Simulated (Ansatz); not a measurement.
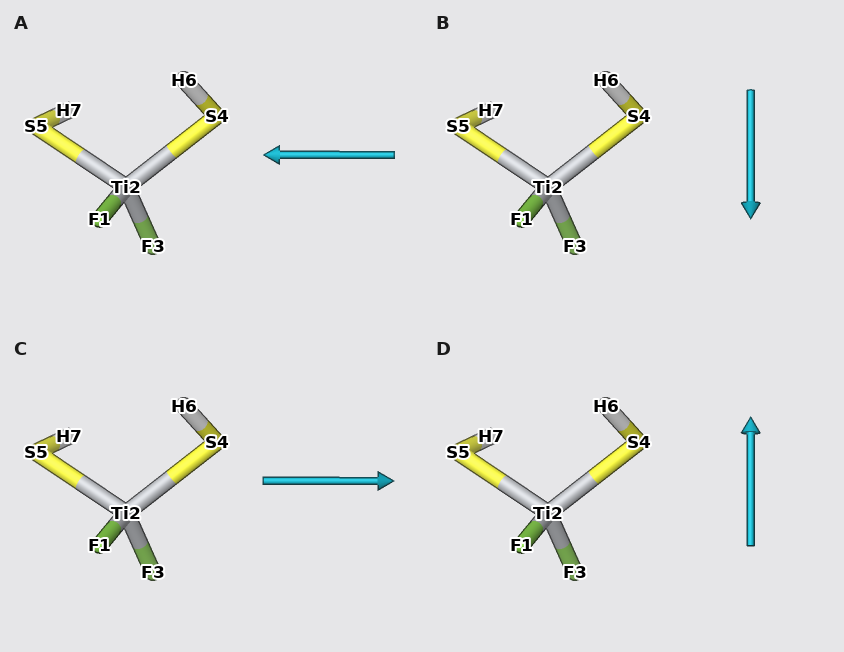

The same molecule four times, each with an arrow. Charge 0, singlet. The computed structure is the end point of a PBE0-D4/def2-TZVP optimisation. No frequency run is at hand to confirm it as a minimum. Method: RKS r2SCAN-D4/def2-TZVPP (Ansatz 0.2.0).

**Which arrow points along the dipole moment, from the negative to the positive end?**

D. The dipole moment is 1.06 D; it points from the side of F1, F3 to the side of H6, H7 (the outermost atoms at the two ends).
